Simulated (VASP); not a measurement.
# ZrTiGe2: structure and properties in VASP, part 6 of 6

What structure does ZrTiGe2 take at this level, and what are its properties? The cell is invented: it takes the structure of a Materials Project entry for ZrTiC2 (space group 166 there), with some of its atoms replaced by other elements, volume scaled by an estimate. It may not be a known or stable phase.

VASP 6.6.1, plane waves and PAW; the level of theory is named at each step.

Still holding for the runs below: The k-mesh is coarse for a metal.

So far. Step 14 (Volume scan with vdW-DF2 (run 7)): The pressure falls from -3.29 to -4.71 GPa. The parabola predicted -4.68 GPa, +0.03 GPa off. Step 16 (Fit for vdW-DF2): The fitted volume lies +0.43 % from the relaxed one. At a finite cutoff and mesh the minimum of the energy and the zero of the stress don't quite coincide, and the relaxation stops at a threshold. The relaxed cell has a = 3.900, c = 18.566 Å (conventional setting).

**17. Bands along the symmetry lines (vdW-DF2 + SOC)**

This step: vdW-DF2, spin-orbit coupling; plane waves and PAW (Zr_sv, Ge_d, Ti_sv); invented cell (VASP 6.6.1).

Levels along the symmetry lines show where the bands peak and cross; KPOINTS_OPT computes them in the converged potential. Spin-orbit coupling needs spinors and the noncollinear program, where each band holds one electron.

Contents of INCAR:

```
SYSTEM = ZrTiGe2
PREC = Accurate
ENCUT = 410
EDIFF = 1E-06
NELM = 100
ISMEAR = 0
SIGMA = 0.05
LREAL = .FALSE.
ALGO = Normal
GGA = ML
AGGAC = 0
LUSE_VDW = .TRUE.
ZAB_VDW = -1.8867
LASPH = .TRUE.
LNONCOLLINEAR = .TRUE.
MAGMOM = 0 0 0 0 0 0 0 0 0 0 0 0
NBANDS = 64
GGA_COMPAT = .FALSE.
LSORBIT = .TRUE.
LMAXMIX = 4
LORBIT = 11
LWAVE = .FALSE.
LCHARG = .FALSE.
KPAR = 2
```

Contents of POSCAR:

```
ZrTiGe2
1.0
    1.9500024149      1.1258346826      6.1886077234
   -1.9500024149      1.1258346826      6.1886077234
    0.0000000000     -2.2516682025      6.1886077109
Zr Ge Ti
1 2 1
Direct
    0.0000000000      0.0000000000      0.0000000000
    0.2444069505      0.2444069505      0.2444069506
    0.7555930495      0.7555930495      0.7555930494
    0.5000000000      0.5000000000      0.5000000000
```

Contents of KPOINTS:

```
Automatic mesh
0
Gamma
6 6 6
0 0 0
```

Contents of KPOINTS_OPT:

```
Line mode
16
Line-mode
Reciprocal
  0.00000000   0.00000000   0.00000000 GAMMA
  0.50000000   0.00000000   0.00000000 L

  0.50000000   0.00000000   0.00000000 L
  0.50000000   0.18873003  -0.18873003 B1

  0.81126997   0.50000000   0.18873003 B
  0.50000000   0.50000000   0.50000000 Z

  0.50000000   0.50000000   0.50000000 Z
  0.00000000   0.00000000   0.00000000 GAMMA

  0.00000000   0.00000000   0.00000000 GAMMA
  0.34436502   0.00000000  -0.34436502 X

  0.65563498   0.34436502   0.00000000 Q
  0.50000000   0.50000000   0.00000000 F

  0.50000000   0.50000000   0.00000000 F
  0.65563498   0.65563498   0.18873003 P1

  0.65563498   0.65563498   0.18873003 P1
  0.50000000   0.50000000   0.50000000 Z

  0.50000000   0.00000000   0.00000000 L
  0.81126997   0.34436502   0.34436502 P
```

PAW data sets: Zr_sv, Ge_d and Ti_sv (PBE family, release 64).

The run is started by

```bash
mpirun -np 2 vasp_ncl
```

The program printed:

```text
[... set-up lines as in an earlier step ...]
 entering main loop
       N       E                     dE             d eps       ncg     rms          rms(c)
DAV:   1     0.733202808755E+03    0.73320E+03   -0.21028E+04  5200   0.329E+03
DAV:   2     0.130396676163E+03   -0.60281E+03   -0.58170E+03  4160   0.983E+02
DAV:   3     0.533011627654E+00   -0.12986E+03   -0.12533E+03  4808   0.264E+02
DAV:   4    -0.156790967006E+02   -0.16212E+02   -0.15999E+02  5952   0.939E+01
DAV:   5    -0.168151614134E+02   -0.11361E+01   -0.11335E+01  6544   0.207E+01    0.158E+01
DAV:   6    -0.148258561537E+02    0.19893E+01   -0.33076E+01  6064   0.607E+01    0.132E+01
DAV:   7    -0.138563536571E+02    0.96950E+00   -0.31323E+01  5136   0.276E+01    0.607E+00
DAV:   8    -0.133618742532E+02    0.49448E+00   -0.28280E+00  5488   0.830E+00    0.369E+00
DAV:   9    -0.131880517642E+02    0.17382E+00   -0.82165E-01  6112   0.437E+00    0.111E+00
DAV:  10    -0.132225985289E+02   -0.34547E-01   -0.18099E-01  5616   0.212E+00    0.118E+00
DAV:  11    -0.132048283491E+02    0.17770E-01   -0.75799E-02  5184   0.153E+00    0.224E-01
DAV:  12    -0.132049972354E+02   -0.16889E-03   -0.37910E-03  5656   0.367E-01    0.723E-02
DAV:  13    -0.132050221249E+02   -0.24889E-04   -0.63419E-04  5984   0.166E-01    0.487E-02
DAV:  14    -0.132050115737E+02    0.10551E-04   -0.78828E-05  5576   0.650E-02    0.196E-02
DAV:  15    -0.132050153044E+02   -0.37307E-05   -0.44657E-05  4528   0.377E-02    0.606E-03
DAV:  16    -0.132050168585E+02   -0.15541E-05   -0.39952E-06  3984   0.135E-02    0.247E-03
DAV:  17    -0.132050174063E+02   -0.54781E-06   -0.65269E-07  3200   0.590E-03
   1 F= -.13205017E+02 E0= -.13203793E+02  d E =-.244920E-02  mag=    -0.0000     0.0000    -0.0000
 Start KPOINTS_OPT (optional k-point list driver)
k-point batch [1-32\144]
       N       E                     dE             ncg
DAV:   1     0.127913319299E+03   -0.33560E+05     5184
DAV:   2    -0.189946280925E+05   -0.19123E+05     4120
DAV:   3    -0.230403338344E+05   -0.40457E+04     4840
DAV:   4    -0.235557714749E+05   -0.51544E+03     5960
DAV:   5    -0.235918044971E+05   -0.36033E+02     6368
DAV:   6    -0.235934251572E+05   -0.16207E+01     6704
DAV:   7    -0.235934973547E+05   -0.72198E-01     6416
DAV:   8    -0.235934994616E+05   -0.21068E-02     6400
DAV:   9    -0.235934995736E+05   -0.11201E-03     5264
DAV:  10    -0.235934995812E+05   -0.75847E-05     4360
DAV:  11    -0.235934995817E+05   -0.53282E-06     3368
[...]
k-point batch [129-144\144]
       N       E                     dE             ncg
DAV:   1     0.128082404552E+05   -0.22823E+05     2592
DAV:   2     0.335590004376E+04   -0.94523E+04     2056
DAV:   3     0.134165238820E+04   -0.20142E+04     2400
DAV:   4     0.108771864211E+04   -0.25393E+03     2896
DAV:   5     0.106917483232E+04   -0.18544E+02     3248
DAV:   6     0.106844047936E+04   -0.73435E+00     3264
DAV:   7     0.106840383899E+04   -0.36640E-01     3264
DAV:   8     0.106840304076E+04   -0.79822E-03     3152
DAV:   9     0.106840299483E+04   -0.45938E-04     2808
DAV:  10     0.106840299130E+04   -0.35266E-05     2240
DAV:  11     0.106840299109E+04   -0.21357E-06     1736
```

Run time: 21 min. Hardware: 2 MPI ranks of AMD EPYC 9R45, shared host; peak memory 3.2 GiB.

From OUTCAR (step 17):

```text
   k-points           NKPTS =     32   k-points in BZ     NKDIM =     32   number of bands    NBANDS=     64

   NELECT =      52.0000    total number of electrons

 E-fermi :   7.2744

 k-point     1 :       0.0000    0.0000    0.0000
  band No.  band energies     occupation
    ...
     42       2.8027      1.00000
     43       5.2295      1.00000
     44       5.2295      1.00000
     45       5.2851      1.00000
     46       5.2851      1.00000
     47       7.3426      0.02701
     48       7.3426      0.02701
     49       7.3614      0.00697
     50       7.3614      0.00697
     51       7.5279      0.00000
    ...

Total vdW correction in eV:      8.0999617

  Total        0.0127141      0.0127141      0.0076971      0.0000000      0.0000000      0.0000000
  in kB        0.2498864      0.2498863      0.1512812      0.0000000      0.0000000      0.0000000
  external PRESSURE =       0.2170180 kB  Pullay stress =       0.0000000 kB

 POSITION                                       TOTAL-FORCE (eV/Angst)
 -----------------------------------------------------------------------------------
      0.00000      0.00000      0.00000         0.000000     -0.000000     -0.000000
      0.00000      0.00000      4.53762         0.000000     -0.000000     -0.000738
      0.00000      0.00000     14.02821         0.000000      0.000000      0.000738
      0.00000      0.00000      9.28291         0.000000      0.000000      0.000000
 -----------------------------------------------------------------------------------
    total drift:                                0.000000      0.000000      0.000000

  FREE ENERGIE OF THE ION-ELECTRON SYSTEM (eV)
  ---------------------------------------------------
  free  energy   TOTEN  =       -13.2050174063 eV

  energy  without entropy=      -13.2025682041  energy(sigma->0) =      -13.20379281

Total vdW correction in eV:      8.0999271

 Spin-Orbit-Coupling matrix elements
 Ion:    1  E_soc:     -0.1452003
 Ion:    2  E_soc:     -0.0228550
 Ion:    3  E_soc:     -0.0228550
 Ion:    4  E_soc:     -0.0127114

 magnetization (x)
# of ion       s       p       d       tot
------------------------------------------
    1        0.000  -0.000   0.000  -0.000
    2        0.000  -0.000   0.000   0.000
    3        0.000  -0.000   0.000   0.000
    4        0.000   0.000   0.000   0.000
--------------------------------------------------
tot          0.000  -0.000   0.000   0.000

 magnetization (y)
# of ion       s       p       d       tot
------------------------------------------
    1        0.000   0.000   0.000   0.000
    2        0.000   0.000   0.000   0.000
    3       -0.000   0.000   0.000  -0.000
    4       -0.000   0.000  -0.000  -0.000
--------------------------------------------------
tot         -0.000   0.000   0.000  -0.000

 magnetization (z)
# of ion       s       p       d       tot
------------------------------------------
    1        0.000   0.000   0.000   0.000
    2        0.000   0.000   0.000   0.000
    3        0.000   0.000   0.000   0.000
    4        0.000   0.000   0.000   0.000
--------------------------------------------------
tot          0.000   0.000   0.000   0.000

[... 6 parts as in an earlier step ...]

[... 10 further parts left out ...]
```

This step gave:

```yaml
scf_cycles: 17
bands: 64
irreducible_k_points: 32
free_energy_toten: -13.21 eV
energy_at_zero_smearing: -13.20 eV
fermi_energy: 7.274 eV
pressure: 0.02170 GPa
```

On-site spin-orbit energy by atom:

```csv
atom,on-site spin-orbit energy (eV)
Zr1,-0.145
Ge2,-0.023
Ge3,-0.023
Ti4,-0.013
```

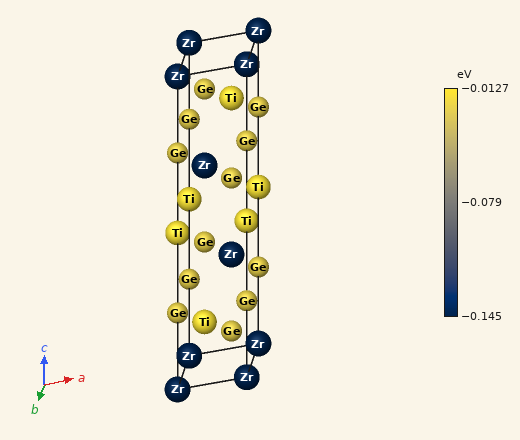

Atoms coloured by on-site spin-orbit energy. Some periodic images of atoms are drawn too.

The electronic bands at the labelled points (eV, zero at the Fermi level; # counts the bands kept, so #1 is VASP's band 37):

```csv
point,#11,#12,#13,#14,#15,#16,#17,#18
Γ,0.07,0.07,0.09,0.09,0.25,0.25,0.53,0.53
L,-1.80,-1.80,-1.44,-1.44,-1.21,-1.21,0.71,0.71
B1,-2.31,-2.31,-1.41,-1.41,-1.32,-1.32,0.74,0.74
jump to B,-2.31,-2.31,-1.41,-1.41,-1.32,-1.32,0.74,0.74
Z,-1.23,-1.23,-1.12,-1.12,-1.08,-1.08,0.52,0.52
Γ,0.07,0.07,0.09,0.09,0.25,0.25,0.53,0.53
X,-2.28,-2.28,-1.55,-1.55,-1.28,-1.28,0.75,0.75
jump to Q,-2.28,-2.28,-1.55,-1.55,-1.28,-1.28,0.75,0.75
F,-1.76,-1.76,-1.18,-1.18,-0.04,-0.04,0.36,0.36
P1,-1.81,-1.81,-1.26,-1.26,-0.26,-0.26,0.28,0.28
Z,-1.23,-1.23,-1.12,-1.12,-1.08,-1.08,0.52,0.52
jump to L,-1.80,-1.80,-1.44,-1.44,-1.21,-1.21,0.71,0.71
P,-1.81,-1.81,-1.26,-1.26,-0.26,-0.26,0.28,0.28
```

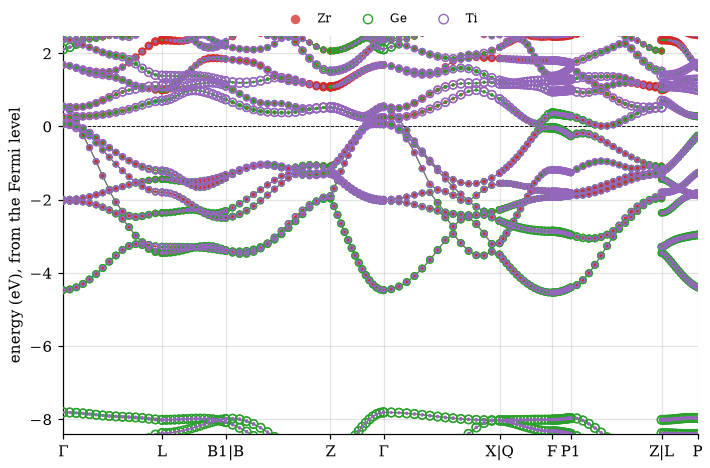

Electronic bands along the path; dots are coloured as in the legend, and their area grows with the weight.

There is no gap at this level.

**18. Summary of results**

| Quantity | Value |
| --- | --- |
| relaxed volume | 20.38 Å³/atom |
| relaxed conventional cell a, b, c | 3.900, 3.900, 18.566 Å; angles 90.0, 90.0, 120.0° |
| space group after relaxing, within 0.02 Å | R-3m (No. 166) |
| band gap | none, a metal |
| DOS at the Fermi level | 0.701 states/eV/cell |
| bulk modulus from the fit | 91.0 GPa |
| volume from the fit | 20.5 Å³/atom |
| band gap (vdW-DF2 + SOC) | none, a metal |

With vdW-DF2, ZrTiGe2 relaxes to 20.38 Å³/atom in space group R-3m (held by the symmetry of the run), comes out as a metal and has a bulk modulus of 91.0 GPa at fixed shape and positions, an upper bound. Bands along the symmetry lines (vdW-DF2): Of the bands kept, 3 cross the Fermi level on this path. Bands along the symmetry lines (vdW-DF2 + SOC): Of the bands kept, 6 cross the Fermi level on this path (spinor bands, one electron each). The k-sampling is coarse for a metal, so the Fermi level, pressures and the shape of the cell carry errors. No search among competing phases was made. All values are for a static lattice at zero temperature.

[Lines on the potential files, build, host, timing and source positions are cut from VASP's logs without a mark.]

[Logs are printed without paths, hosts, clocks, repeated set-up lines and the standing remarks that a program may print on its own settings, such as how far it seeks lower states.]

[Hosts, paths, dates, database ids (printed as entryN), source tags and the programs' standing remarks are cut or masked in the printed files.]

[A measured line is paired with the nearest computed mode of its activity, which favours agreement.]
